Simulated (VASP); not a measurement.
# A VASP study of Ag (Silver) (PBE): structure first, properties next, part 3 of 3

What structure and properties does PBE give Ag (Silver), and how near are they to the measured ones? Left out of this account: 1 further run (phonons: it ended without a result to show). The start is a cell from a database of measured crystal structures.

VASP 6.6.1; PBE; plane waves and PAW (Ag).

Still holding for the runs below: This run has no spin polarisation. Its electron count is odd, so without a moment it is a metal by construction. The k-mesh is coarse for a metal.

So far. Step 5 (Band structure (PBE)): There is no gap at this level. Step 6 (Total and projected DOS (PBE)): The finer mesh and the other smearing move the Fermi level by -0.21 eV from the 11×11×11 run, one measure of the sampling error in the zero of the bands above. Of the states within 0.3 eV of the Fermi level, the largest shares in the PAW spheres are Ag d 26 %, Ag p 25 % and Ag s 15 %. The rest lies in smaller channels or between the spheres. The relaxed cell has a = 4.138 Å (conventional setting).

### 7. Core levels (PBE)

ICORELEVEL = 1 prints the core eigenvalues in the potential of the ground state.

INCAR

```
SYSTEM = Ag
PREC = Accurate
ENCUT = 400
EDIFF = 1E-06
NELM = 100
ISMEAR = 1
SIGMA = 0.2
LREAL = .FALSE.
ALGO = Normal
GGA = PE
NBANDS = 11
LASPH = .TRUE.
LORBIT = 11
LWAVE = .FALSE.
LCHARG = .FALSE.
KPAR = 2
ICORELEVEL = 1
```

POSCAR

```
Ag
1.0
    0.0000000000      2.0691908426      2.0691908426
    2.0691908426      0.0000000000      2.0691908426
    2.0691908426      2.0691908426      0.0000000000
Ag
1
Direct
    0.0000000000      0.0000000000      0.0000000000
```

KPOINTS

```
Automatic mesh
0
Gamma
11 11 11
0 0 0
```

Potentials, in the order of the species: Ag (PBE family, release 64).

Started as:

```
mpirun -np 2 vasp_std
```

Log:

```text
[... set-up lines as in an earlier step ...]
 entering main loop
       N       E                     dE             d eps       ncg     rms          rms(c)
DAV:   1     0.420687326118E+02    0.42069E+02   -0.47432E+03  1256   0.714E+02
DAV:   2    -0.241970362089E+01   -0.44488E+02   -0.42301E+02  1385   0.176E+02
DAV:   3    -0.296471574804E+01   -0.54501E+00   -0.54478E+00  1416   0.211E+01
DAV:   4    -0.296645783047E+01   -0.17421E-02   -0.17420E-02  1331   0.126E+00
DAV:   5    -0.296647290532E+01   -0.15075E-04   -0.15075E-04  1400   0.104E-01    0.471E+00
DAV:   6    -0.272826942830E+01    0.23820E+00   -0.10198E+00  1289   0.946E+00    0.310E+00
DAV:   7    -0.272136263297E+01    0.69068E-02   -0.77177E-03  1385   0.848E-01    0.177E+00
DAV:   8    -0.271876985176E+01    0.25928E-02   -0.69002E-04  1338   0.214E-01    0.778E-02
DAV:   9    -0.271877852075E+01   -0.86690E-05   -0.77429E-06  1373   0.214E-02    0.205E-02
DAV:  10    -0.271878422074E+01   -0.57000E-05   -0.38610E-06  1377   0.199E-02    0.543E-03
DAV:  11    -0.271878387465E+01    0.34609E-06   -0.79544E-08   715   0.254E-03
   1 F= -.27187839E+01 E0= -.27183743E+01  d E =-.122884E-02
```

It took 5.8 s on 2 MPI ranks of Intel Xeon Platinum 8488C (Sapphire Rapids), shared host; peak memory 0.24 GiB; 10 s of CPU time.

OUTCAR, selected parts (step 7):

```text
   NELECT =      11.0000    total number of electrons

 the core state eigenenergies are
   1-  1s -25314.3241  2s  -3717.9909  2p  -3333.4961  3s   -672.8719  3p   -546.6385
       3d   -347.7241  4s    -84.0604  4p    -47.5125

 E-fermi :   8.1770

 k-point     1 :       0.0000    0.0000    0.0000
  band No.  band energies     occupation
    ...
      2       3.2298      2.00000
      3       3.2298      2.00000
      4       3.2298      2.00000
      5       4.1944      2.00000
      6       4.1944      2.00000
      7      23.8434      0.00000
      8      27.1938      0.00000
      9      27.1938      0.00000
     10      27.1938      0.00000
     11      31.9104      0.00000

  Total       -0.0062703     -0.0062703     -0.0062703     -0.0000000     -0.0000000      0.0000000
  in kB       -0.5669752     -0.5669752     -0.5669752     -0.0000000     -0.0000000      0.0000000
  external PRESSURE =      -0.5669752 kB  Pullay stress =       0.0000000 kB

 POSITION                                       TOTAL-FORCE (eV/Angst)
 -----------------------------------------------------------------------------------
      0.00000      0.00000      0.00000        -0.000000     -0.000000     -0.000000
 -----------------------------------------------------------------------------------
    total drift:                                0.000000      0.000000      0.000000

  FREE ENERGIE OF THE ION-ELECTRON SYSTEM (eV)
  ---------------------------------------------------
  free  energy   TOTEN  =        -2.7187838746 eV

  energy  without entropy=       -2.7175550382  energy(sigma->0) =       -2.71837426

[... 10 parts as in an earlier step ...]

[... 6 further parts left out ...]
```

These are scalar-relativistic Kohn-Sham levels of the ground state, with no core hole, so they are not binding energies.

Numbers from this step:

| Property | Result |
| --- | --- |
| bands | 11 |
| irreducible k-points | 56 |
| free energy (TOTEN) | -2.719 eV |
| Fermi energy | 8.177 eV |
| pressure | -0.05670 GPa |

Kohn-Sham core levels. Core levels, by row:

```csv
atom,shell,level below the Fermi level (eV)
Ag1,1s,25322
Ag1,2s,3726
Ag1,2p,3342
Ag1,3s,681
Ag1,3p,554.8
Ag1,3d,355.9
Ag1,4s,92.24
Ag1,4p,55.69
```

### 8. Band structure (PBE), changed input

The mesh alone shows little of the dispersion and can miss band extrema, so KPOINTS_OPT adds a path through the symmetry points after the self-consistent cycle. Some settings are moved from the usual, to see what they do.

Edit INCAR of step 7 so:

```diff
@@ -8,5 +8,5 @@
 LREAL = .FALSE.
-ALGO = Normal
+ALGO = Fast
 GGA = PE
-NBANDS = 11
+NBANDS = 16
 LASPH = .TRUE.
@@ -16,2 +16 @@
 KPAR = 2
-ICORELEVEL = 1
```

POSCAR is that of step 7.

KPOINTS is that of step 7.

KPOINTS_OPT

```
Line mode
16
Line-mode
Reciprocal
  0.00000000   0.00000000   0.00000000 GAMMA
  0.50000000   0.00000000   0.50000000 X

  0.50000000   0.00000000   0.50000000 X
  0.50000000   0.25000000   0.75000000 W

  0.50000000   0.25000000   0.75000000 W
  0.37500000   0.37500000   0.75000000 K

  0.37500000   0.37500000   0.75000000 K
  0.00000000   0.00000000   0.00000000 GAMMA

  0.00000000   0.00000000   0.00000000 GAMMA
  0.50000000   0.50000000   0.50000000 L

  0.50000000   0.50000000   0.50000000 L
  0.62500000   0.25000000   0.62500000 U

  0.62500000   0.25000000   0.62500000 U
  0.50000000   0.25000000   0.75000000 W

  0.50000000   0.25000000   0.75000000 W
  0.50000000   0.50000000   0.50000000 L

  0.50000000   0.50000000   0.50000000 L
  0.37500000   0.37500000   0.75000000 K

  0.62500000   0.25000000   0.62500000 U
  0.50000000   0.00000000   0.50000000 X
```

Started as:

```
mpirun -np 2 vasp_std
```

Log:

```text
[... set-up lines as in an earlier step ...]
 entering main loop
       N       E                     dE             d eps       ncg     rms          rms(c)
[... 5 cycles as in an earlier step ...]
RMM:   6    -0.272795732295E+01    0.23852E+00   -0.25202E-01  1974   0.351E+00    0.305E+00
RMM:   7    -0.272133253492E+01    0.66248E-02   -0.68445E-03  2146   0.688E-01    0.180E+00
RMM:   8    -0.271879263390E+01    0.25399E-02   -0.44564E-04  2185   0.140E-01    0.183E-01
RMM:   9    -0.271878075472E+01    0.11879E-04   -0.55533E-05  2359   0.443E-02    0.686E-02
RMM:  10    -0.271878281013E+01   -0.20554E-05   -0.12488E-05  2256   0.198E-02    0.164E-02
RMM:  11    -0.271878384817E+01   -0.10380E-05   -0.32118E-06  2039   0.839E-03    0.411E-03
RMM:  12    -0.271878396044E+01   -0.11228E-06   -0.25316E-07  1542   0.252E-03
   1 F= -.27187840E+01 E0= -.27183742E+01  d E =-.122921E-02
 Start KPOINTS_OPT (optional k-point list driver)
k-point batch [1-56\160]
       N       E                     dE             ncg
DAV:   1     0.506522802989E+04   -0.17228E+05     1800
DAV:   2     0.227889884590E+04   -0.27863E+04     2400
DAV:   3     0.223154874757E+04   -0.47350E+02     2304
DAV:   4     0.223140593660E+04   -0.14281E+00     2280
DAV:   5     0.223140492394E+04   -0.10127E-02     2344
DAV:   6     0.223140491574E+04   -0.81967E-05     2080
DAV:   7     0.223140491561E+04   -0.13320E-06     1888
[...]
k-point batch [113-160\160]
       N       E                     dE             ncg
DAV:   1     0.818497477418E+04   -0.16234E+05     1568
DAV:   2     0.579994950128E+04   -0.23850E+04     2080
DAV:   3     0.575837185097E+04   -0.41578E+02     1880
DAV:   4     0.575824814675E+04   -0.12370E+00     2016
DAV:   5     0.575824724184E+04   -0.90491E-03     1904
DAV:   6     0.575824723400E+04   -0.78435E-05     1904
DAV:   7     0.575824723389E+04   -0.10793E-06     1440
```

It took 14 s on 2 MPI ranks; peak memory 0.26 GiB.

From OUTCAR (step 8):

```text
   NELECT =      11.0000    total number of electrons

 E-fermi :   8.1770

 k-point     1 :       0.0000    0.0000    0.0000
  band No.  band energies     occupation
    ...
      2       3.2296      2.00000
      3       3.2296      2.00000
      4       3.2296      2.00000
      5       4.1942      2.00000
      6       4.1942      2.00000
      7      23.8434      0.00000
      8      27.1938      0.00000
      9      27.1938      0.00000
     10      27.1938      0.00000
     11      31.9103      0.00000
    ...

  Total       -0.0030727     -0.0030727     -0.0030727      0.0000000      0.0000000     -0.0000000
  in kB       -0.2778437     -0.2778437     -0.2778437      0.0000000      0.0000000     -0.0000000
  external PRESSURE =      -0.2778437 kB  Pullay stress =       0.0000000 kB

 POSITION                                       TOTAL-FORCE (eV/Angst)
 -----------------------------------------------------------------------------------
      0.00000      0.00000      0.00000         0.000000      0.000000     -0.000000
 -----------------------------------------------------------------------------------
    total drift:                                0.000000      0.000000      0.000000

  FREE ENERGIE OF THE ION-ELECTRON SYSTEM (eV)
  ---------------------------------------------------
  free  energy   TOTEN  =        -2.7187839604 eV

  energy  without entropy=       -2.7175547533  energy(sigma->0) =       -2.71837422

[... 9 parts as in an earlier step ...]

[... 8 further parts left out ...]
```

ALGO acts on the way to self-consistency or on speed; a fully converged result doesn't depend on them, though slow mixing can meet EDIFF with the stress still off.

Numbers from this step:

* SCF cycles: 12
* bands: 16
* pressure: -0.02778 GPa

The electronic bands at the labelled points (eV, zero at the Fermi level; # counts the bands kept):

```csv
point,#2,#3,#4,#5,#6,#7,#8
Γ,-4.95,-4.95,-4.95,-3.98,-3.98,15.67,19.02
X,-6.35,-3.27,-3.04,-3.04,1.37,6.17,10.20
W,-5.19,-5.19,-3.97,-3.04,5.54,5.54,6.46
K,-5.67,-4.26,-3.77,-3.31,3.92,4.84,6.62
Γ,-4.95,-4.95,-4.95,-3.98,-3.98,15.67,19.02
L,-4.97,-4.97,-3.24,-3.24,-0.56,3.12,14.90
U,-5.67,-4.26,-3.77,-3.31,3.92,4.84,6.62
W,-5.19,-5.19,-3.97,-3.04,5.54,5.54,6.46
L,-4.97,-4.97,-3.24,-3.24,-0.56,3.12,14.90
K,-5.67,-4.26,-3.77,-3.31,3.92,4.84,6.62
jump to U,-5.67,-4.26,-3.77,-3.31,3.92,4.84,6.62
X,-6.35,-3.27,-3.04,-3.04,1.37,6.17,10.20
```

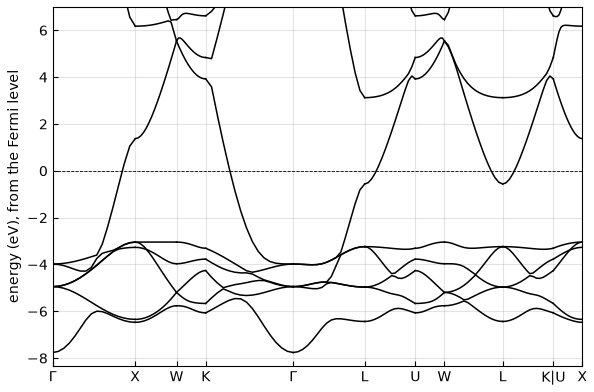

Electronic bands along the path.

Against the sound run “Band structure (PBE)”, the energy at zero smearing moves by +0.0 meV an atom, the pressure by +0.03 GPa and the Fermi level by +0.00 eV.

### 9. Summary of results

| Property | Result |
| --- | --- |
| relaxed volume | 17.72 Å³/atom |
| relaxed conventional cell a, b, c | 4.138, 4.138, 4.138 Å |
| space group after relaxing, within 0.02 Å | Fm-3m (No. 225) |
| band gap | none, a metal |
| DOS at the Fermi level | 0.275 states/eV/cell |
| shallowest level of the frozen cores | Ag1 4p, 55.7 eV deep |

What this shows: With PBE, Ag (Silver) relaxes to 17.72 Å³/atom in space group Fm-3m (held by the symmetry of the run) and comes out as a metal. Against the listed cell the volume lies +3.9 %. Band structure (PBE): Of the bands kept, 1 crosses the Fermi level on this path. Band structure (PBE), changed input: Of the bands kept, 1 crosses the Fermi level on this path. Spin-orbit coupling is left out; it would split some degenerate bands. The k-sampling is coarse for a metal, so the Fermi level, pressures and the shape of the cell carry errors. No search among competing phases was made. All values are for a static lattice at zero temperature.

Comparison with the measured values:

```
              quantity  measured             PBE
lattice constant a (Å)    4.0857  4.138 (+1.3 %)
```

Measured values from pmc:7756222 (2020).

How well it matches: The lattice constant a is off by +1.3 %: fair agreement. The grades are ours: good and fair within 0.7 and 1.5 % for the lattice constant a. For lattice constants the calculation has a static lattice, without zero-point motion or thermal expansion. As a rule both would widen the computed cell, so the excess over experiment is if anything larger than shown.

[Lines on the potential files, build, host, timing and source positions are cut from VASP's logs without a mark.]

[Logs are printed without paths, hosts, clocks, repeated set-up lines and the standing remarks that a program may print on its own settings, such as how far it seeks lower states.]

[Hosts, paths, dates, database ids (printed as entryN), source tags and the programs' standing remarks are cut or masked in the printed files.]

[A measured line is paired with the nearest computed mode of its activity, which favours agreement.]
